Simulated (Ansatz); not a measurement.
# CH3FGeO (SMILES C[O][Ge][F]): BHLYP/6-31G(d) (spherical functions)

Aim: the vertical singlet–triplet gap of CH3FGeO at BHLYP/6-31G* (spherical functions), from 2 runs. 

Program for the calculation: Ansatz 0.2.0.

125 further runs of the same task are left out: 125 set aside as unsound or not needed.

## Step 1: The structure to begin with

The species is CH3FGeO (7 atoms), meant as a singlet with charge 0. As SMILES, `C[O][Ge][F]`. The shape is that of a PBE0-D4/def2-TZVP optimisation. This is one conformer, not always the lowest.

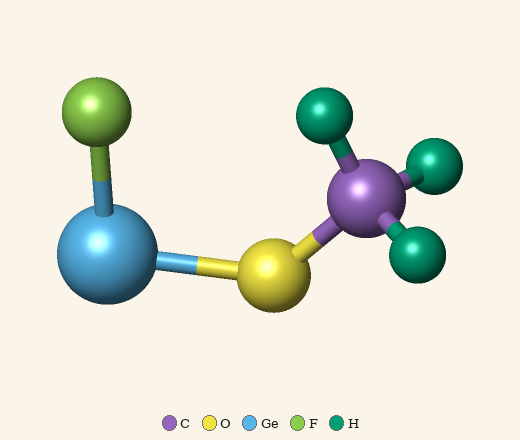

Viewed from a chosen angle; carbon purple, oxygen yellow, germanium blue, fluorine green, hydrogen teal.

## Step 2: The energy at BHLYP/6-31G(d) (spherical functions)

Contents of run.yaml:

```yaml
basis:
  gaussian:
    orbitals: 6-31G_st_-spherical.json
crystal:
  periodic: [false, false, false]
  atoms:
    - {symbol: C, position_ang: [-0.504800, 0.491500, 0.394900]}
    - {symbol: O, position_ang: [0.412400, 0.624200, -0.671900]}
    - {symbol: Ge, position_ang: [1.441700, -0.610700, -1.398400]}
    - {symbol: F, position_ang: [0.967400, -1.990600, -0.400200]}
    - {symbol: H, position_ang: [-0.548500, -0.532200, 0.773800]}
    - {symbol: H, position_ang: [-0.208000, 1.161100, 1.206600]}
    - {symbol: H, position_ang: [-1.498700, 0.788500, 0.049700]}
hamiltonian:
  xc: {name: BHLYP}
accuracy: high
output:
  orbitals: {seedname: orbitals}
```

The basis set 6-31G* is read from a file made from the Basis Set Exchange's data (not shown).

Launch:

```console
ansatz run run.yaml --threads 1 --pin off --max-ram 3480MiB --events-out events.jsonl --progress --plain --runs-dir runs
```

Standard output:

```text
Warning: RAYON_NUM_THREADS=1 ignored (pool sized by the plan → 1); use --threads N
Functional definition: BHLYP
  name "BHLYP"
  parameter a = 0.5
  exchange = (1 - a)*b88_x + a*exact_x
  correlation = lyp_c
1735 factors; integrals over basis functions are off by at most 4.5e-9 eV
mean field evaluation 1: about -62353.1207 eV, gradient 5.0e1 eV
mean field evaluation 2: about -62348.3665 eV, gradient 7.3e1 eV
mean field evaluation 4: about -62357.7435 eV, gradient 3.6e0 eV
mean field evaluation 8: about -62358.1272 eV, gradient 3.7e-1 eV
mean field evaluation 16: about -62358.1278 eV, gradient 4.8e-5 eV
mean field -62358.12783893 eV, -2291.6189302234 hartree, gradient 8.4e-8 eV, S^2 0.000000; 0 other end points of the search recorded, 0 dependent functions left out
reference -62358.12786165 eV, -2291.6189310585 hartree; 29, 29 occupied and 51, 51 virtual orbitals, 1735 factors
Total energy: -62358.12786165 eV, -2291.6189310585 hartree
```

It took 9 s on 1 thread of Arm Neoverse V2, shared host; peak memory 0.27 GiB.

## Step 3: The triplet

Contents of in.yaml:

```yaml
basis:
  gaussian:
    orbitals: 6-31G_st_-spherical.json
crystal:
  periodic: [false, false, false]
  atoms:
    - symbol: C
      position_ang: [-0.504800, 0.491500, 0.394900]
    - symbol: O
      position_ang: [0.412400, 0.624200, -0.671900]
    - symbol: Ge
      position_ang: [1.441700, -0.610700, -1.398400]
    - symbol: F
      position_ang: [0.967400, -1.990600, -0.400200]
    - symbol: H
      position_ang: [-0.548500, -0.532200, 0.773800]
    - symbol: H
      position_ang: [-0.208000, 1.161100, 1.206600]
    - symbol: H
      position_ang: [-1.498700, 0.788500, 0.049700]
magnetization:
  spin_polarized: true
  initial_magnetization: 2
hamiltonian:
  xc: {name: BHLYP}
accuracy: high
output:
  orbitals: {seedname: orbitals}
```

The basis set 6-31G* is read from a file made from the Basis Set Exchange's data (not shown).

Launch:

```console
ansatz run in.yaml --threads 1 --pin off --max-ram 3480MiB --events-out events.jsonl --progress --plain --runs-dir runs
```

Standard output:

```text
Warning: RAYON_NUM_THREADS=1 ignored (pool sized by the plan → 1); use --threads N
[... 5 set-up lines as earlier in the session ...]
1736 factors; integrals over basis functions are off by at most 4.5e-9 eV
mean field evaluation 1: about -62350.3148 eV, gradient 3.2e1 eV
mean field evaluation 2: about -62346.6423 eV, gradient 4.5e1 eV
mean field evaluation 4: about -62354.2405 eV, gradient 2.8e0 eV
mean field evaluation 8: about -62354.3154 eV, gradient 3.2e-1 eV
mean field evaluation 16: about -62354.3199 eV, gradient 4.2e-3 eV
mean field evaluation 32: about -62354.3199 eV, gradient 2.7e-7 eV
mean field -62354.31987717 eV, -2291.4789902100 hartree, gradient 4.8e-8 eV, S^2 2.005396; 2 other end points of the search recorded, 0 dependent functions left out
reference -62354.31990018 eV, -2291.4789910555 hartree; 30, 28 occupied and 50, 52 virtual orbitals, 1736 factors
Total energy: -62354.31990018 eV, -2291.4789910555 hartree
```

Wall time 19 s (1 thread of Arm Neoverse V2, shared host); peak memory 0.39 GiB.

## Step 4: Summary of results

At BHLYP/6-31G* (spherical functions):

| quantity | value |
| --- | --- |
| singlet: total energy | -2291.61893 Eh |
| singlet: HOMO energy | -9.19 eV |
| singlet: LUMO energy | -0.98 eV |
| singlet: HOMO–LUMO gap | 8.21 eV |
| triplet: total energy | -2291.47899 Eh |
| triplet: HOMO energy (highest over α and β) | -5.45 eV |
| triplet: LUMO energy (lowest over α and β) | -4.82 eV |
| triplet: ⟨S²⟩ | 2.005 |
| vertical energy of the triplet above the singlet | 3.808 eV |

In words: At this shape the triplet lies 3.81 eV (367 kJ/mol) above the singlet.
